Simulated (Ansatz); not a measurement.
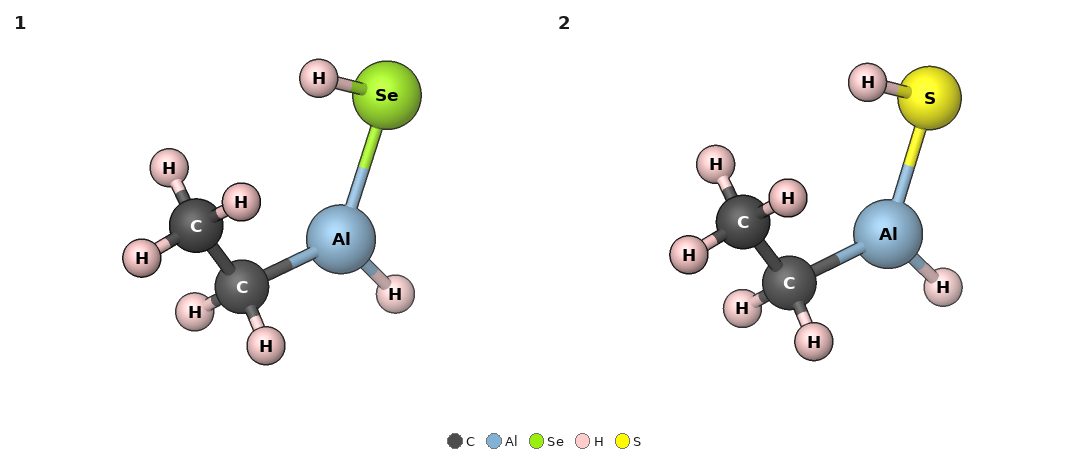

2 molecules with one skeleton, seen from the same side and at one scale. Each species is neutral and a spin singlet. Computed geometries: PBE0-D4/def2-TZVP optimisations, one conformation each. Properties computed with Ansatz 0.2.0.

One atom differs, called X below: Se in panel 1, S in panel 2. Their formulas are C2H7AlSe (`C[CH2][AlH][SeH]`), C2H7AlS (`C[CH2][AlH][SH]`).

Question: In which is the length of X–H larger (PBE0-D4/def2-TZVP)?

Answer: In panel 1 (X = Se).

Question: In which is the dipole moment larger (PBE-D4/def2-TZVPP)?

Answer: In panel 2 (X = S).

Give the values. With PBE0-D4/def2-TZVP: length of X–Al (Å), length of X–H (Å), angle Al–X–H (°). With PBE-D4/def2-TZVPP: dipole moment (D), HOMO energy (Kohn–Sham orbital) (eV), HOMO–LUMO gap (eV).

| quantity | 1 (Se) | 2 (S) | 2 − 1 |
| --- | --- | --- | --- |
| length of X–Al (Å) | 2.322 | 2.188 | −0.134 |
| length of X–H (Å) | 1.470 | 1.345 | −0.125 |
| angle Al–X–H (°) | 92.3 | 93.7 | +1.4 |
| dipole moment (D) | 1.70 | 1.86 | +0.16 |
| HOMO energy (Kohn–Sham orbital) (eV) | −6.15 | −6.46 | −0.31 |
| HOMO–LUMO gap (eV) | 4.38 | 4.79 | +0.41 |
